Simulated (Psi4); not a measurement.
**SCAN/def2-QZVPPD (density fitting, core potential, sweep point 7) run of SnNH2F (SMILES [NH2][Sn][F])**

Aim: the vertical ionisation energy of SnNH2F at SCAN/def2-QZVPPD (density fitting, core potential, sweep point 7), from 2 runs. The job is set up through a Python script.

The calculation is run with Psi4 1.11.

### 1 The molecule

SnNH2F has 5 atoms, charge 0, and is taken as a singlet. As SMILES, `[NH2][Sn][F]`. The coordinates come from a PBE0-D4/def2-TZVP relaxation. This is one conformer, not always the lowest.

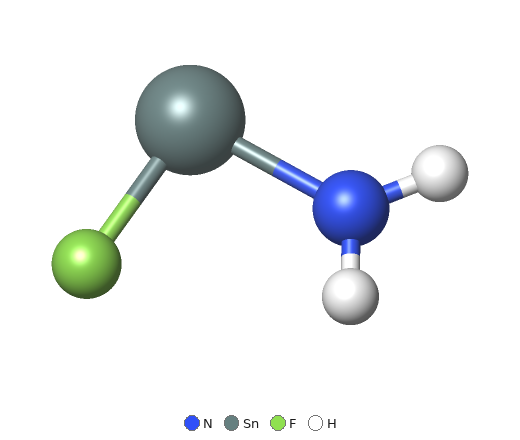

The structure, seen from a chosen angle (nitrogen blue, tin teal, fluorine green, hydrogen white).

### 2 The energy at SCAN/def2-QZVPPD (density fitting, core potential, sweep point 7)

run.py reads:

```python
import psi4

psi4.set_memory(1600000000)
psi4.set_num_threads(1)
psi4.set_output_file('run.log', False)

m = psi4.geometry("""
0 1
N     -0.57239804     0.93635929    -0.74322928
Sn     0.64042818    -0.10147829     2.68945822
F      1.82717619    -3.35596462     1.42542042
H     -1.41124747     2.58760198    -1.18882671
H     -0.38966153    -0.20579117    -2.26124628
units au
symmetry c1
""")

psi4.set_options({
    'basis': 'def2-QZVPPD',
    'reference': 'rks',
    'puream': True,
    'scf_type': 'df',
    'dft_radial_points': 99,
    'dft_spherical_points': 590,
})

E, wfn = psi4.energy("scan", molecule=m, return_wfn=True)
print(f'total energy {E:.8f} hartree = {E * 27.211386:.5f} eV')
for k, v in sorted(psi4.core.scalar_variables().items()):
    print(f'{k:45s} {v:18.10f}')
```

Started as:

```bash
python run.py
```

run.log:

```text
[...]
    !!!  WARNING: ECP capability is in beta. Please check occupations closely.  !!!
[...]
  Running in c1 symmetry.
[...]
  Nuclear repulsion =  125.308125082979871
[...]
  Multiplicity = 1
[...]
  Nalpha       = 20
  Nbeta        = 20
[...]
    Number of basis functions: 283
[...]
   @DF-RKS iter   1:  -369.59483090040789   -9.35073e-01   4.60193e-03 DIIS/ADIIS
[...]
   @DF-RKS iter  10:  -370.26049860875980   -1.03494e-07   5.07962e-07 DIIS
[...]
    Orbital Energies [Eh]
    ---------------------
    Doubly Occupied:
       1A    -24.415445     2A    -14.145056     3A     -5.047673
       4A     -3.386150     5A     -3.380338     6A     -3.376168
       7A     -1.074452     8A     -0.966862     9A     -0.962751
      10A     -0.959090    11A     -0.954831    12A     -0.947489
      13A     -0.796862    14A     -0.459763    15A     -0.452496
      16A     -0.352275    17A     -0.327092    18A     -0.320040
      19A     -0.255422    20A     -0.244299
[...]
  @DF-RKS Final Energy:  -370.26049860875980
   => Energetics <=
    Nuclear Repulsion Energy =            125.3081250829798705
    One-Electron Energy =                -842.4605390311592146
    Two-Electron Energy =                 383.1528714190691289
    DFT Exchange-Correlation Energy =     -36.2609560796495387
    Empirical Dispersion Energy =           0.0000000000000000
    VV10 Nonlocal Energy =                  0.0000000000000000
    Total Energy =                       -370.2604986087598036
[...]
 Multipole Moments:
 ------------------------------------------------------------------------------------
     Multipole            Electronic (a.u.)      Nuclear  (a.u.)        Total (a.u.)
 ------------------------------------------------------------------------------------
 L = 1.  Multiply by 2.5417464519 to convert [e a0] to [Debye]
 Dipole X            :          1.0831709           -1.5252481           -0.4420772
 Dipole Y            :          8.9304200           -7.9012869            1.0291331
 Dipole Z            :         23.4178991          -23.3249492            0.0929499
 Magnitude           :                                                    1.1239159
[...]
```

Standard output:

```text
total energy -370.26049861 hartree = -10075.30135 eV
CURRENT ENERGY                                   -370.2604986088
CURRENT REFERENCE ENERGY                         -370.2604986088
DD SOLVATION ENERGY                                 0.0000000000
DFT FUNCTIONAL TOTAL ENERGY                      -370.2604986088
DFT TOTAL ENERGY                                 -370.2604986088
DFT VV10 ENERGY                                     0.0000000000
DFT XC ENERGY                                     -36.2609560796
GRID ELECTRONS ALPHA                               20.0000004099
GRID ELECTRONS BETA                                20.0000004099
GRID ELECTRONS TOTAL                               40.0000008198
NUCLEAR REPULSION ENERGY                          125.3081250830
ONE-ELECTRON ENERGY                              -842.4605390312
PCM POLARIZATION ENERGY                             0.0000000000
PE ENERGY                                           0.0000000000
SCF ITERATION ENERGY                             -370.2604986088
SCF ITERATIONS                                     10.0000000000
SCF TOTAL ENERGY                                 -370.2604986088
TWO-ELECTRON ENERGY                               383.1528714191
XC GRID RADIAL POINTS                              99.0000000000
XC GRID SPHERICAL POINTS                          590.0000000000
XC GRID TOTAL POINTS                           282040.0000000000
```

Run time: 97 s. Hardware: 1 thread of AMD EPYC 7R43 (Zen 3), shared host; peak memory 1.4 GiB.

### 3 The doublet cation at the same level

job.py reads:

```python
import psi4

psi4.set_memory(1600000000)
psi4.set_num_threads(1)
psi4.set_output_file('fh2nsn.out', False)

m = psi4.geometry("""
1 2
N     -0.57239804     0.93635929    -0.74322928
Sn     0.64042818    -0.10147829     2.68945822
F      1.82717619    -3.35596462     1.42542042
H     -1.41124747     2.58760198    -1.18882671
H     -0.38966153    -0.20579117    -2.26124628
units bohr
symmetry c1
""")

psi4.set_options({
    'reference': 'uks',
    'puream': True,
    'scf_type': 'df',
    'dft_radial_points': 99,
    'dft_spherical_points': 590,
    'maxiter': 150,
})

e_tot, wfn = psi4.energy("scan/def2-QZVPPD", molecule=m, return_wfn=True)
print(f'scan/def2-QZVPPD energy: {e_tot:.10f} Eh')
```

Started as:

```bash
python job.py
```

fh2nsn.out:

```text
[...]
    !!!  WARNING: ECP capability is in beta. Please check occupations closely.  !!!
[...]
  Running in c1 symmetry.
[...]
  Nuclear repulsion =  125.308125082979871
[...]
  Multiplicity = 2
[...]
  Nalpha       = 20
  Nbeta        = 19
[...]
    Number of basis functions: 283
[...]
   @DF-UKS iter   1:  -369.38916970166065   -7.29412e-01   4.04119e-03 DIIS/ADIIS
[...]
   @DF-UKS iter  15:  -369.90461415211314    7.47880e-07   4.62529e-07 DIIS
[...]
   @S^2 Observed:                7.567681057E-01
[...]
    Orbital Energies [Eh]
    ---------------------
    Alpha Occupied:
       1A    -24.632850     2A    -14.508494     3A     -5.286323
       4A     -3.625070     5A     -3.618950     6A     -3.614554
       7A     -1.290756     8A     -1.217164     9A     -1.202305
      10A     -1.197499    11A     -1.193656    12A     -1.183660
      13A     -1.134508    14A     -0.770677    15A     -0.733149
      16A     -0.626991    17A     -0.591399    18A     -0.537883
      19A     -0.530740    20A     -0.482924
    Alpha Virtual:
      21A     -0.314119    22A     -0.233477    23A     -0.205523
      24A     -0.137317    25A     -0.117899    26A     -0.094898
[...]
  @DF-UKS Final Energy:  -369.90461415211314
   => Energetics <=
    Nuclear Repulsion Energy =            125.3081250829798705
    One-Electron Energy =                -832.3595958562304986
    Two-Electron Energy =                 373.1543406753212366
    DFT Exchange-Correlation Energy =     -36.0074840541837062
    Empirical Dispersion Energy =           0.0000000000000000
    VV10 Nonlocal Energy =                  0.0000000000000000
    Total Energy =                       -369.9046141521131403
[...]
 Multipole Moments:
 ------------------------------------------------------------------------------------
     Multipole            Electronic (a.u.)      Nuclear  (a.u.)        Total (a.u.)
 ------------------------------------------------------------------------------------
 L = 1.  Multiply by 2.5417464519 to convert [e a0] to [Debye]
 Dipole X            :          0.4006918           -1.5252481           -1.1245563
 Dipole Y            :          9.6534855           -7.9012869            1.7521986
 Dipole Z            :         21.7736160          -23.3249492           -1.5513332
 Magnitude           :                                                    2.5964325
[...]
```

Standard output:

```text
scan/def2-QZVPPD energy: -369.9046141521 Eh
```

Run time: 4.2 min. Hardware: 1 thread of AMD EPYC 7R43 (Zen 3), shared host; peak memory 1.4 GiB.

### 4 Summary of results

Level: SCAN/def2-QZVPPD (density fitting, core potential, sweep point 7).

```
                                          quantity          value
                      singlet SnNH2F: total energy  -370.26050 Eh
                     singlet SnNH2F: dipole moment         2.86 D
                       singlet SnNH2F: HOMO energy       -6.65 eV
                       singlet SnNH2F: LUMO energy       -2.56 eV
                     singlet SnNH2F: HOMO–LUMO gap        4.09 eV
                      doublet cation: total energy  -369.90461 Eh
doublet cation: HOMO energy (highest over α and β)      -13.04 eV
 doublet cation: LUMO energy (lowest over α and β)      -12.73 eV
                              doublet cation: ⟨S²⟩          0.757
vertical ionisation energy (to the doublet cation)       9.684 eV
```

In words: The vertical ionisation energy comes to 9.68 eV (223 kcal/mol). −ε(HOMO) before ionisation, 6.65 eV, is 3.04 eV below this ionisation energy.
